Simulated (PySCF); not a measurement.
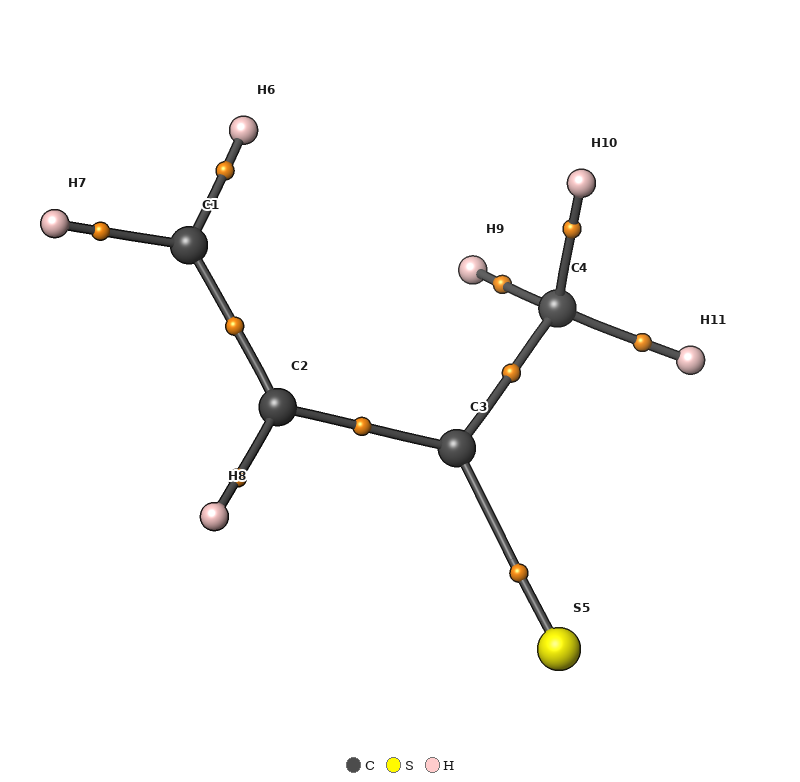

*C4H6S, charge +1, doublet, SMILES `[CH2][CH+]C(C)=S`. Molecular graph of the electron density (QTAIM): bond paths, bond critical points (orange), ring points (yellow, if any); weak paths are dashed.*

Level of theory: TPSSh/def2-SVP (PySCF), at a geometry from GFN2-xTB. No frequency check shows the geometry to be a minimum. The stability of the open-shell solution wasn't checked. GFN2-xTB bond lengths at metals and heavier atoms can be off by up to 0.1 Å and shapes distorted, which carries into these values. GFN2-xTB doesn't know the spin state, so this open-shell geometry is rough.

Input

```python
import numpy as np
from pyscf import gto, scf, dft
from pyscf.scf import atom_ks, atom_hf
from scipy.linalg import block_diag

def solve(mol, dm0=None, hcore=None):
    mf = (dft.UKS if mol.spin else dft.RKS)(mol, xc='tpssh')
    mf.grids.level = 3
    mf = mf.density_fit(auxbasis='def2-universal-jkfit')
    mf.conv_tol, mf.max_cycle = 1e-8, 80
    if hcore is not None:
        mf.get_hcore = lambda *args: hcore
    mf.kernel(dm0)
    if not mf.converged:
        mf = mf.newton().run(mf.mo_coeff, mf.mo_occ, max_cycle=30)
    assert mf.converged, 'SCF not converged'
    return mf

mol = gto.M(atom='''
C     -2.29281    -0.36499    -0.00013
C     -1.01842    -0.77406     0.00015
C      0.11427     0.11545     0.00015
C     -0.06968     1.59151     0.00011
S      1.65491    -0.44164    -0.00010
H     -2.59024     0.67158    -0.00086
H     -3.09574    -1.08605     0.00008
H     -0.79409    -1.83206     0.00058
H     -0.63781     1.89066    -0.88323
H     -0.63975     1.89054     0.88193
H      0.87895     2.12411     0.00134
''', basis='def2-svp', charge=1, spin=1, verbose=4)
mf = solve(mol)
mf.analyze()
# spherically averaged free atoms, for the promolecule
atm = atom_ks.get_atm_nrks(mol, xc='tpssh')
pro = block_diag(*[(atm[a[0]][2] * atm[a[0]][3]) @ atm[a[0]][2].T for a in mol._atom])
np.savez('result.npz', e=mf.e_tot, c=mf.mo_coeff, occ=mf.mo_occ, eps=mf.mo_energy, pro=pro, dip=mf.dip_moment(verbose=0), s2=mf.spin_square()[0])
```

Run with:

```sh
OMP_NUM_THREADS=1 python input.py
```

The run took 63 s on 1 thread of Arm Neoverse V1, with other jobs on the host, peak memory 0.55 GiB.

Partitions, critical points and surface values were worked out afterwards from this run's density.

How many critical points of each kind are there, and does the count close?

11 nuclei, 10 bond, 0 ring and 0 cage critical points: 11 − 10 + 0 − 0 = 1, as the Poincaré–Hopf relation requires.

What does the calculation give at each kind of bond critical point?

| bond | length (Å) | ρ (a.u.) | ∇²ρ (a.u.) | ε | H (a.u.) |
| --- | --- | --- | --- | --- | --- |
| C1–C2 | 1.338 | 0.339 | −0.92 | 0.29 | −0.357 |
| C1–H7 | 1.079 | 0.291 | −1.20 | 0.01 | −0.329 |
| C1–H6 | 1.078 | 0.290 | −1.18 | 0.01 | −0.326 |
| C2–H8 | 1.082 | 0.288 | −1.13 | 0.02 | −0.318 |
| C4–H11 | 1.088 | 0.282 | −1.08 | 0.01 | −0.308 |
| C2–C3 | 1.440 | 0.280 | −0.69 | 0.12 | −0.255 |
| C4–H10 (2 alike) | 1.092 | 0.275 | −1.04 | 0.01 | −0.298 |
| C3–C4 | 1.487 | 0.256 | −0.61 | 0.02 | −0.222 |
| C3–S5 | 1.638 | 0.241 | +0.06 | 0.54 | −0.297 |

What kind of interaction is C1–H7?

Shared-shell (covalent): ρ = 0.291, ∇²ρ = −1.20, H = −0.329 a.u.
